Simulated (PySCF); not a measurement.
**M06-2X/6-31G run of H3O+ (oxonium)**

What is the vertical ionisation energy of H3O+ (oxonium) at M06-2X/6-31G? The job is set up through a Python script.

Program for the calculation: PySCF 2.14.0.

5 further runs of the same task are left out: 5 set aside as unsound or not needed.

### 1 The structure to begin with

The species is H3O+ (4 atoms), meant as a singlet with charge +1. SMILES: `[OH3+]`. Geometry: relaxed at GFN2-xTB.

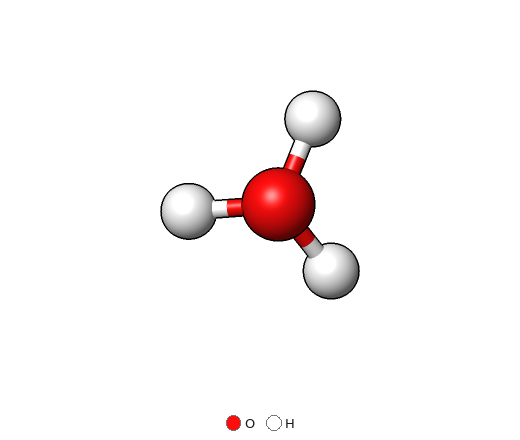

Viewed from a chosen angle; oxygen red, hydrogen white.

### 2 A single-point energy at M06-2X/6-31G

Input file calc.py:

```python
from pyscf import gto, dft

mol = gto.M(
    atom=[
    ('O', (0.196050, -0.061020, -0.056900)),
    ('H', (0.214230, 0.919440, 0.016470)),
    ('H', (-0.413410, -0.366620, -0.765680)),
    ('H', (0.003130, -0.491800, 0.806120)),
],
    charge=1,
    max_memory=1860,
    basis='6-31g',
    verbose=3,
)

mf = dft.RKS(mol)
mf.xc = 'm06-2x'
mf.grids.level = 5
mf.conv_tol = 1e-10
mf.kernel()
if not mf.converged:
    mf = mf.newton().run(mf.mo_coeff, mf.mo_occ)

energy = mf.e_tot
print('E(%s) = %.9f' % ('M06-2X', energy))
```

Started as:

```console
$ OMP_NUM_THREADS=1 python calc.py
```

The log of the run:

```text
converged SCF energy = -76.6343264465238
E(M06-2X) = -76.634326447
```

Wall time 1.6 s (1 thread of Arm Neoverse V2, shared host); peak memory 0.17 GiB.

### 3 Doublet [H3O]2+

Input file run.py:

```python
from pyscf import gto, dft

mol = gto.Mole()
mol.atom = '''
O      0.370481    -0.115311    -0.107525
H      0.404836     1.737490     0.031124
H     -0.781232    -0.692811    -1.446925
H      0.005915    -0.929367     1.523346
'''
mol.verbose = 3
mol.max_memory = 1860
mol.charge = 2
mol.spin = 1
mol.basis = '6-31g'
mol.unit = 'bohr'
mol.build()

ks = dft.UKS(mol)
ks.xc = 'm06-2x'
ks.conv_tol = 1e-10
ks.grids.level = 5
ks.kernel()
if not ks.converged:
    ks = ks.newton().run(ks.mo_coeff, ks.mo_occ)

e_final = ks.e_tot
print('E(%s) = %.9f' % ('M06-2X', e_final))
```

Started as:

```console
$ OMP_NUM_THREADS=1 python run.py
```

The log of the run:

```text
WARN: HOMO -0.503311283772743 >= LUMO -0.503311283772744

converged SCF energy = -75.7282967692956  <S^2> = 0.75207064  2S+1 = 2.0020696
E(M06-2X) = -75.728296769
```

Wall time 3.3 s (1 thread of Arm Neoverse V2, shared host); peak memory 0.19 GiB.

### 4 Summary of results

Level: M06-2X/6-31G.

| quantity | value |
| --- | --- |
| singlet H3O+: total energy | -76.63433 Eh |
| singlet H3O+: HOMO energy | -22.34 eV |
| singlet H3O+: LUMO energy | -6.05 eV |
| singlet H3O+: HOMO–LUMO gap | 16.29 eV |
| doublet [H3O]2+: total energy | -75.72830 Eh |
| doublet [H3O]2+: HOMO energy (highest over α and β) | -39.19 eV |
| doublet [H3O]2+: LUMO energy (lowest over α and β) | -26.53 eV |
| doublet [H3O]2+: ⟨S²⟩ | 0.752 |
| vertical ionisation energy (to the doublet dication) | 24.654 eV |

In words: The vertical ionisation energy comes to 24.65 eV (2379 kJ/mol). −ε(HOMO) before ionisation, 22.34 eV, is 2.32 eV below this ionisation energy. Mulliken charges (singlet H3O+) run from -0.64 on O1 to +0.55 on H4; they depend strongly on the basis.
